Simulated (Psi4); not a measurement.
**O2 (SMILES O=O): UHF/pcseg-3 (sweep point 4)**

Aim: the vertical ionisation energy of O2 at UHF/pcseg-3 (sweep point 4), from 2 runs. Input form: a Python script.

The calculation is run with Psi4 1.11.

## Step 1: The structure to begin with

The species is O2 (2 atoms), meant as a triplet with charge 0. SMILES: `O=O`. The shape is that of a PBE0-D4/def2-TZVP optimisation.

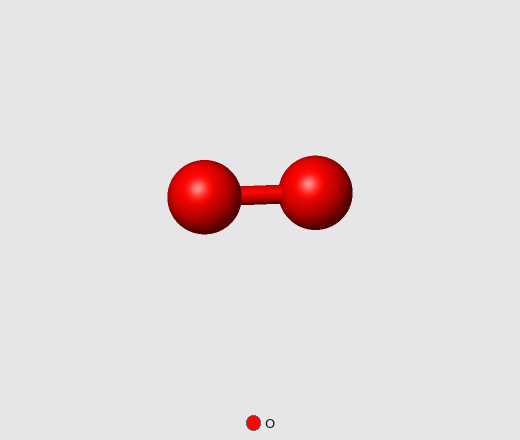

The structure, seen from a chosen angle (oxygen red).

## Step 2: A single-point energy at UHF/pcseg-3 (sweep point 4)

Input file o2.py:

```python
import psi4

psi4.set_memory('1600 MB')
psi4.set_num_threads(1)
psi4.core.set_output_file('psi4.out', False)

m = psi4.geometry("""
0 3
O      0.509550    -0.164850     0.262450
O     -0.509550     0.164850    -0.262450
symmetry c1
""")

psi4.set_options({
    'basis': 'pcseg-3',
    'reference': 'uhf',
    'puream': True,
    'scf_type': 'pk',
    'maxiter': 100,
})

energy_value, wavefunction = psi4.energy("hf", molecule=m, return_wfn=True)
print('E =', round(energy_value, 9))
```

On the command line:

```console
python o2.py
```

psi4.out (excerpt; [...] marks lines left out):

```text
[...]
  Running in c1 symmetry.
[...]
  Nuclear repulsion =   28.392993060744768
[...]
  Multiplicity = 3
[...]
  Nalpha       = 9
  Nbeta        = 7
[...]
    Number of basis functions: 120
[...]
   @UHF iter   1:  -149.64594032076008   -7.00222e-01   2.46748e-03 ADIIS/DIIS
[...]
   @UHF iter   7:  -149.69009230981143   -1.06352e-07   5.88468e-07 DIIS
[...]
   @S^2 Observed:                2.046624421E+00
[...]
    Orbital Energies [Eh]
    ---------------------
    Alpha Occupied:
       1A    -20.751899     2A    -20.751195     3A     -1.728344
       4A     -1.201011     5A     -0.849446     6A     -0.849446
       7A     -0.771285     8A     -0.552384     9A     -0.552384
    Alpha Virtual:
      10A      0.177409    11A      0.214736    12A      0.214736
      13A      0.267809    14A      0.284423    15A      0.284423
      16A      0.482797    17A      0.509180    18A      0.681199
      19A      0.735216    20A      0.735216    21A      0.936945
      22A      0.936945    23A      0.954859    24A      1.007401
      25A      1.007401    26A      1.026261    27A      1.026261
[...]
  @UHF Final Energy:  -149.69009230981143
   => Energetics <=
    Nuclear Repulsion Energy =             28.3929930607447680
    One-Electron Energy =                -262.3018469261238579
    Two-Electron Energy =                  84.2187615555676672
    Total Energy =                       -149.6900923098114049
  UHF NO Occupations:
  HONO-2 :    7  A 1.9907204
  HONO-1 :    8  A 1.0000000
[...]
 Multipole Moments:
 ------------------------------------------------------------------------------------
     Multipole            Electronic (a.u.)      Nuclear  (a.u.)        Total (a.u.)
 ------------------------------------------------------------------------------------
 L = 1.  Multiply by 2.5417464519 to convert [e a0] to [Debye]
 Dipole X            :          0.0000000            0.0000000            0.0000000
 Dipole Y            :         -0.0000000            0.0000000           -0.0000000
 Dipole Z            :          0.0000000            0.0000000            0.0000000
 Magnitude           :                                                    0.0000000
[...]
```

Standard output:

```text
E = -149.69009231
```

It took 11 s on 1 thread of Intel Xeon at 2.70GHz, shared host; peak memory 0.62 GiB.

## Step 3: The doublet cation at the same level

Input file job.py:

```python
import psi4

psi4.set_memory(1600000000)
psi4.set_num_threads(1)
psi4.core.set_output_file('psi4.out', False)

m = psi4.geometry("""
1 2
O      0.509550    -0.164850     0.262450
O     -0.509550     0.164850    -0.262450
symmetry c1
""")

psi4.set_options({
    'basis': 'pcseg-3',
    'reference': 'uhf',
    'puream': True,
    'scf_type': 'pk',
    'maxiter': 100,
})

e = psi4.energy('scf')
print(f'scf energy: {e:.10f} Eh')
for k, v in sorted(psi4.core.scalar_variables().items()):
    print(f'{k:45s} {v:18.10f}')
```

On the command line:

```console
python job.py
```

psi4.out (excerpt; [...] marks lines left out):

```text
[...]
  Running in c1 symmetry.
[...]
  Nuclear repulsion =   28.392993060744768
[...]
  Multiplicity = 2
[...]
  Nalpha       = 8
  Nbeta        = 7
[...]
    Number of basis functions: 120
[...]
   @UHF iter   1:  -149.09045050596848   -1.44732e-01   4.27498e-03 ADIIS/DIIS
[...]
   @UHF iter   7:  -149.20448562201418   -3.96057e-08   4.07798e-07 DIIS
[...]
   @S^2 Observed:                7.655021993E-01
[...]
    Orbital Energies [Eh]
    ---------------------
    Alpha Occupied:
       1A    -21.293438     2A    -21.292355     3A     -2.178278
       4A     -1.602068     5A     -1.316076     6A     -1.223774
       7A     -1.127950     8A     -1.021584
    Alpha Virtual:
       9A     -0.426579    10A     -0.061782    11A     -0.025021
      12A     -0.022131    13A      0.043311    14A      0.064196
      15A      0.072321    16A      0.096426    17A      0.143735
      18A      0.390889    19A      0.391304    20A      0.411325
      21A      0.613419    22A      0.615000    23A      0.636088
      24A      0.648391    25A      0.675929    26A      0.706610
[...]
  @UHF Final Energy:  -149.20448562201418
   => Energetics <=
    Nuclear Repulsion Energy =             28.3929930607447680
    One-Electron Energy =                -254.6518959719756481
    Two-Electron Energy =                  77.0544172892166870
    Total Energy =                       -149.2044856220142037
  UHF NO Occupations:
  HONO-2 :    6  A 1.9987561
  HONO-1 :    7  A 1.9941028
[...]
 Multipole Moments:
 ------------------------------------------------------------------------------------
     Multipole            Electronic (a.u.)      Nuclear  (a.u.)        Total (a.u.)
 ------------------------------------------------------------------------------------
 L = 1.  Multiply by 2.5417464519 to convert [e a0] to [Debye]
 Dipole X            :          0.0000000            0.0000000            0.0000000
 Dipole Y            :         -0.0000000            0.0000000           -0.0000000
 Dipole Z            :          0.0000000            0.0000000            0.0000000
 Magnitude           :                                                    0.0000000
[...]
```

The script printed:

```text
scf energy: -149.2044856220 Eh
CURRENT ENERGY                                   -149.2044856220
CURRENT REFERENCE ENERGY                         -149.2044856220
DD SOLVATION ENERGY                                 0.0000000000
HF KINETIC ENERGY                                 148.5573305441
HF POTENTIAL ENERGY                              -297.7618161661
HF TOTAL ENERGY                                  -149.2044856220
HF VIRIAL RATIO                                     2.0043562649
NUCLEAR REPULSION ENERGY                           28.3929930607
ONE-ELECTRON ENERGY                              -254.6518959720
PCM POLARIZATION ENERGY                             0.0000000000
PE ENERGY                                           0.0000000000
SCF ITERATION ENERGY                             -149.2044856220
SCF ITERATIONS                                      7.0000000000
SCF TOTAL ENERGY                                 -149.2044856220
TWO-ELECTRON ENERGY                                77.0544172892
```

Run time: 7.8 s. Hardware: 1 thread of Intel Xeon at 2.70GHz, shared host; peak memory 0.62 GiB.

## Step 4: Summary of results

Level: UHF/pcseg-3 (sweep point 4).

| quantity | value |
| --- | --- |
| triplet O2: total energy | -149.69009 Eh |
| triplet O2: dipole moment | 0.00 D |
| triplet O2: HOMO energy (highest over α and β) | -15.03 eV |
| triplet O2: LUMO energy (lowest over α and β) | 2.70 eV |
| triplet O2: ⟨S²⟩ | 2.047 |
| doublet cation: total energy | -149.20449 Eh |
| doublet cation: HOMO energy (highest over α and β) | -27.80 eV |
| doublet cation: LUMO energy (lowest over α and β) | -11.61 eV |
| doublet cation: ⟨S²⟩ | 0.766 |
| vertical ionisation energy (to the doublet cation) | 13.214 eV |

Removing an electron at fixed nuclei costs 13.21 eV (305 kcal/mol).
